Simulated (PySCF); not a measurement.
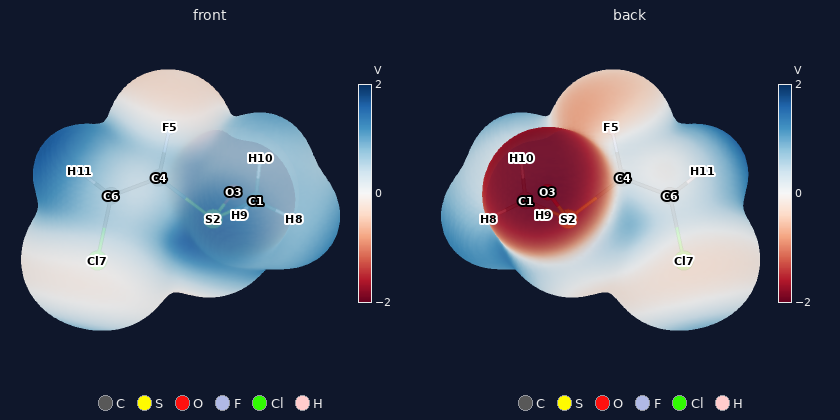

C3H4ClFOS. The electrostatic potential painted on the density surface at 0.002 e/bohr³, seen from the front and from behind; red is negative and blue positive.

Geometry: GFN2-xTB.

Computed with PBE0/pcSseg-1, SCF density, gas phase, non-relativistic in PySCF 2.14.0.

```xyz
11

C    -1.6020    0.5506    0.5341
S    -0.5673   -0.0012   -0.8909
O    -1.1708   -1.2322   -1.3734
C     0.8284   -0.5146    0.2193
F     0.5168   -1.4469    1.1289
C     2.0677   -0.0598    0.1146
Cl    2.4599    1.1306   -1.0454
H    -2.5612    0.8624    0.1339
H    -1.1065    1.3849    1.0170
H    -1.7432   -0.2781    1.2199
H     2.8836   -0.3929    0.7400
```

Which sites attract a positive test charge, and which a negative one?

Answer. A positive charge is drawn to the negative regions and a negative charge to the positive ones. The most negative region (about −1.9 V) lies over O3, the most positive (about +1.6 V) over S2 and H11. Cl7 shows a σ-hole: about +0.8 V at the tip opposite its bond, against about 0.0 V on its flanks. O3 is the likeliest acceptor of a hydrogen bond.

How polar is the molecule by this calculation?

Answer. Its dipole moment is 3.49 D.
